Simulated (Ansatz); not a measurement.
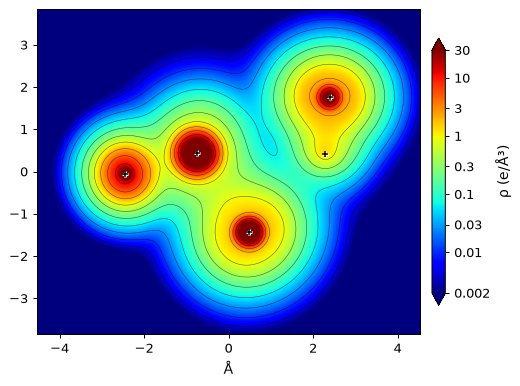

The electron density on a plane through atoms (crosses mark nuclei in the plane).

All numbers below come from RKS PBE-D4/def2-SVP in Ansatz.

Candidates:
A. FGeH3S···HCl
B. Cl4Si···HBr

**Which candidate gave the map?**

Candidate A: FGeH3S···HCl on the plane of atoms F5, Ge1 and S6, which holds Ge, Cl, F, S and H. Ge1···Cl2 (3.42 Å): the density falls to about 0.06 e/Å³ on the way. Ge–F (1.76 Å): ρ at the midpoint is about 0.86 e/Å³.
